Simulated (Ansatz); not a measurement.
Process, species as SMILES: C#N (CH-N) → CHN+ (doublet, bonded as C#N) + e-
B3LYP-D3(BJ)/def2-TZVP geometries, fixed; electronic energies without zero-point terms.

Basis-set convergence of the adiabatic ionisation energy at r2SCAN with Ansatz (a program for electronic structure). Cartesian d functions, on some or all atoms, in 6-31G*; all else is spherical. The program fits the integrals of some runs and decomposes those of others, by size. Open shells are unrestricted. No added dispersion term, no relativity. Functions are those of the species that has most. Reference: the value in pcseg-4, 13.426 eV, itself unsure by roughly 0.003 eV (its mean distance from aug-pcseg-3, aug-cc-pVQZ, cc-pV5Z). Deviations are taken from unrounded values.

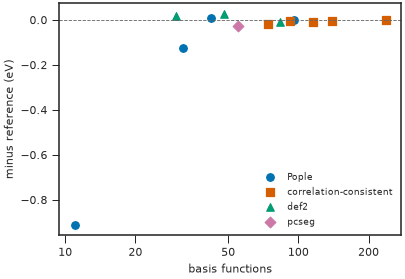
*Deviation from the reference against the number of basis functions, by family of sets.*

```csv
basis,functions,adiabatic ionisation energy (eV),minus reference (eV)
STO-3G,11,12.515,-0.912
def2-SV(P),30,13.443,0.017
6-31G*,32,13.300,-0.127
6-311G**,42,13.433,0.007
def2-SVPD,48,13.453,0.026
aug-pcseg-1,55,13.398,-0.028
cc-pVTZ,74,13.407,-0.019
def2-TZVPD,83,13.417,-0.009
jun-cc-pV(T+d)Z,92,13.421,-0.006
"6-311++G(3df,3pd)",96,13.426,0.000
aug-cc-pVTZ,115,13.418,-0.008
cc-pVQZ,140,13.422,-0.005
cc-pV5Z,237,13.425,-0.001
```
